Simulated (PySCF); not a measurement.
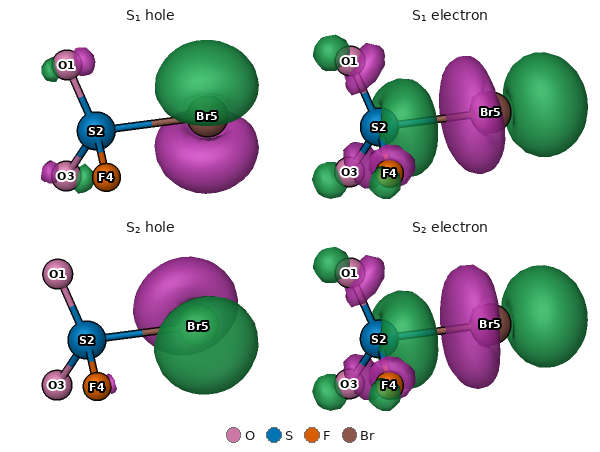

BrFO$_{2}$S, SMILES `O=S(=O)(F)Br`. Leading natural transition orbitals (CIS singlet states).

PySCF calculation, HF/def2-SVPD, gas phase; geometry: GFN2-xTB. No frequency check shows the geometry to be a minimum. GFN2-xTB bond lengths at metals and heavier atoms can be off by up to 0.1 Å and shapes distorted, which carries into these values.

The calculation's input:

```python
import numpy as np
from pyscf import gto, scf, dft, tdscf
from pyscf.scf import atom_ks, atom_hf
from scipy.linalg import block_diag

def solve(mol, dm0=None, hcore=None):
    mf = scf.UHF(mol) if mol.spin else scf.RHF(mol)
    mf = mf.density_fit(auxbasis='def2-universal-jkfit')
    mf.conv_tol, mf.max_cycle = 1e-8, 80
    if hcore is not None:
        mf.get_hcore = lambda *args: hcore
    mf.kernel(dm0)
    if not mf.converged:
        mf = mf.newton().run(mf.mo_coeff, mf.mo_occ, max_cycle=30)
    assert mf.converged, 'SCF not converged'
    return mf

mol = gto.M(atom='''
O      1.28897    -0.66937     1.23874
S      0.86708    -0.14571    -0.00184
O      1.29077    -0.64077    -1.25212
F      1.17014     1.44839     0.01615
Br    -1.28693    -0.00638    -0.00025
''', basis='def2-svpd', charge=0, spin=0, verbose=4)
mf = solve(mol)
td = mf.TDA()
td.nstates, td.singlet, td.conv_tol = 4, True, 1e-5
td.kernel()
td.analyze()
x, y = np.array([p[0] for p in td.xy]), np.array([p[1] + 0 * p[0] for p in td.xy])
f, mu = td.oscillator_strength(), td.transition_dipole()
nto = [td.get_nto(state=i + 1, verbose=4) for i in range(len(td.e))]
# spherically averaged free atoms, for the promolecule
atm = scf.atom_hf.get_atm_nrhf(mol)
pro = block_diag(*[(atm[a[0]][2] * atm[a[0]][3]) @ atm[a[0]][2].T for a in mol._atom])
np.savez('result.npz', e=td.e, f=f, ok=td.converged, w=[n[0] for n in nto], nto=[n[1] for n in nto], x=x, y=y, c=mf.mo_coeff, occ=mf.mo_occ, eps=mf.mo_energy, pro=pro, mu=mu)
```

Run with:

```sh
OMP_NUM_THREADS=1 python input.py
```

The run took 3.4 min on 1 thread of Arm Neoverse V1, on a shared host, peak memory 0.35 GiB.

Q: Describe these excited states.

A: By state:
- S₁: 5.84 eV (212 nm), f = 0.000 (very weak); the leading pair carries 99 %; hole on Br5 (89 %), electron on Br5 (57 %), S2 (27 %) and O1 and O3 (6 % each); their centroids lie 0.4 Å apart.
- S₂: 5.97 eV (208 nm), f = 0.001 (very weak); the leading pair carries 99 %; hole on Br5 (91 %), electron on Br5 (57 %), S2 (27 %) and O1 and O3 (6 % each); their centroids lie 0.5 Å apart.
